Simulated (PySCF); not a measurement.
## EPR calculation of C5H9OS

C5H9OS, multiplicity 2, computed with UKS B3LYP, pcH-1 on C H O S, non-relativistic, mean-field spin-orbit, GIAO (PySCF 2.14.0).

It belongs to a series of runs on one base structure; here: H removed from sp2 C.

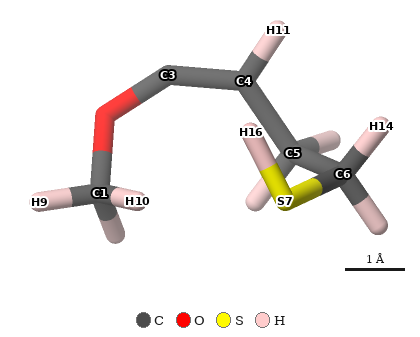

*The structure as given in the input (stick view, seen at a tilt; atoms are numbered from 1 in the order of the input).*

Input file:
```
{"job": {"kind": "epr", "basis": "pcH-1"}, "charge": 0, "multiplicity": 2}
C      2.195050     0.435210    -0.871582
O      1.454160     1.656650    -0.992721
C      0.160661     1.672677    -0.837609
C     -0.816761     1.092956    -0.188681
C     -0.696014     0.124539     0.978505
C     -1.419371    -1.181657     0.674741
S     -0.689056    -2.073492    -0.744258
H      2.560223     0.334954     0.153742
H      3.041093     0.511276    -1.552895
H      1.581075    -0.428860    -1.130012
H     -1.835988     1.359889    -0.435803
H      0.351870    -0.076596     1.200456
H     -1.155762     0.571265     1.864972
H     -2.472303    -1.009466     0.449683
H     -1.339583    -1.874831     1.512270
H     -0.926893    -1.105569    -1.629357
```

The first line tells a small driver script what to run in PySCF; the rest is the geometry in Å.

Hardware: 1 CPU thread, shared host.

Command:
```bash
OMP_NUM_THREADS=1 python <driver script> task.json out
```

What the program printed:
```
UKS, coarse grid
  cycle   1  E = -669.21217337  |g| = 3.89e-01
  cycle   2  E = -669.17502416  |g| = 5.11e-01
  cycle   3  E = -669.27015759  |g| = 9.58e-02
  cycle   4  E = -669.27342009  |g| = 3.05e-02
  cycle   5  E = -669.27383789  |g| = 1.16e-02
  cycle   6  E = -669.27389617  |g| = 7.27e-03
  cycle   7  E = -669.27393023  |g| = 2.02e-03
  cycle   8  E = -669.27393766  |g| = 1.12e-03
  cycle   9  E = -669.27394074  |g| = 5.22e-04
UKS, final grid
  cycle   1  E = -669.27388220  |g| = 5.95e-04
  cycle   2  E = -669.27388214  |g| = 8.09e-04
  cycle   3  E = -669.27388249  |g| = 1.15e-04
  cycle   4  E = -669.27388251  |g| = 9.62e-05
  cycle   5  E = -669.27388253  |g| = 5.62e-05
  cycle   6  E = -669.27388253  |g| = 9.28e-06
E = -669.27388253 Eh   <S^2> = 0.7562 (exact 0.7500)
g shifts (ppm)      1          2          3
  rmc          -199       -199       -199
  gc              2         33        -65
  oz_so        -741        -65       1257
  total        -938       -231        993
hyperfine (MHz)  atom isotope    a_iso     a_fc   dipolar eigenvalues
    0   13C      42.83      42.84     -6.39     -5.51     11.90
    1   17O    -152.57    -152.60    -34.62     17.01     17.60
    2   13C     412.21     412.32    -74.62    -56.99    131.61
    3   13C      54.96      54.98    -16.74     -2.73     19.48
    4   13C      63.21      63.23     -6.74     -6.19     12.92
    5   13C      -1.31      -1.31     -0.94     -0.81      1.75
    6   33S       0.85       0.85     -0.34      0.03      0.31
    7    1H      11.60      11.60     -4.17     -1.38      5.55
    8    1H      -5.19      -5.19     -4.30     -2.58      6.88
    9    1H      -3.61      -3.62     -4.92     -2.11      7.03
   10    1H      63.44      63.44     -8.67     -4.64     13.31
   11    1H      -4.81      -4.80     -5.05     -1.06      6.10
   12    1H      -9.92      -9.92     -3.74     -1.89      5.64
   13    1H      -0.14      -0.14     -1.37     -0.79      2.16
   14    1H       7.40       7.40     -1.18     -0.52      1.69
   15    1H       0.31       0.31     -2.04     -1.61      3.64
```

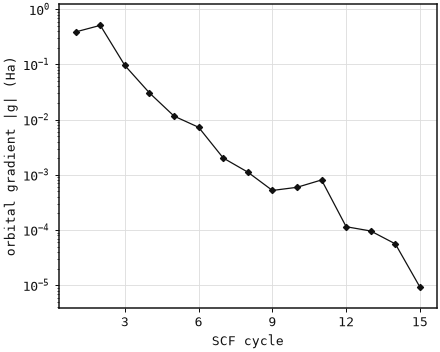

*Convergence of the self-consistent field: orbital gradient |g| against the SCF cycle.*

All cycles printed in the log are drawn one after another.

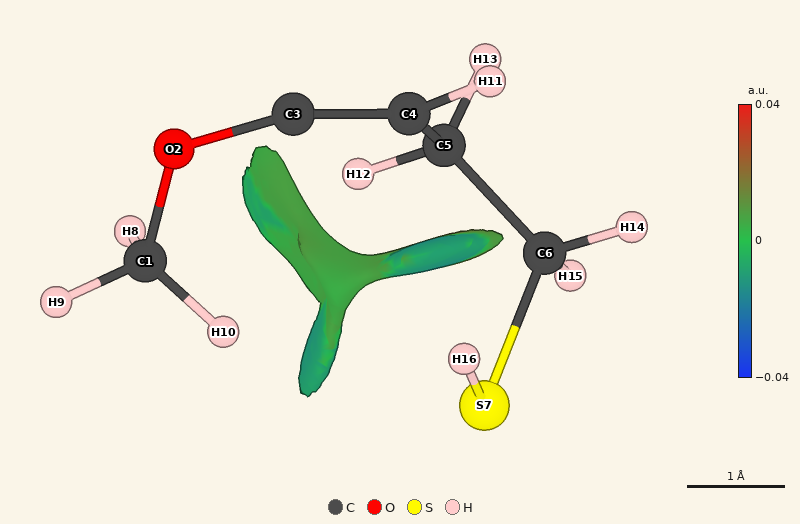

*Non-covalent interaction (NCI) plot: the surface where the reduced density gradient is 0.6, for densities under 0.05 a.u., coloured by sign(λ₂)ρ; seen at a tilt.*

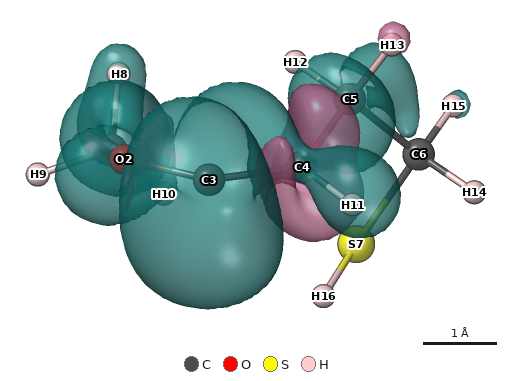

*Isosurfaces of the spin density at +0.006 (teal) and −0.006 e/Å³ (pink), seen from the side.*

The unpaired spin (1 electron) lies mostly on C3 (about 0.7) and O2 (about 0.1), in electrons by Hirshfeld's partition.

Results in brief:

```csv
quantity,value
outcome,converged
total energy,−669.273883 hartree
⟨S²⟩,0.756
isotropic g,2.0023
wall time,100 s
peak memory,0.97 GiB
```
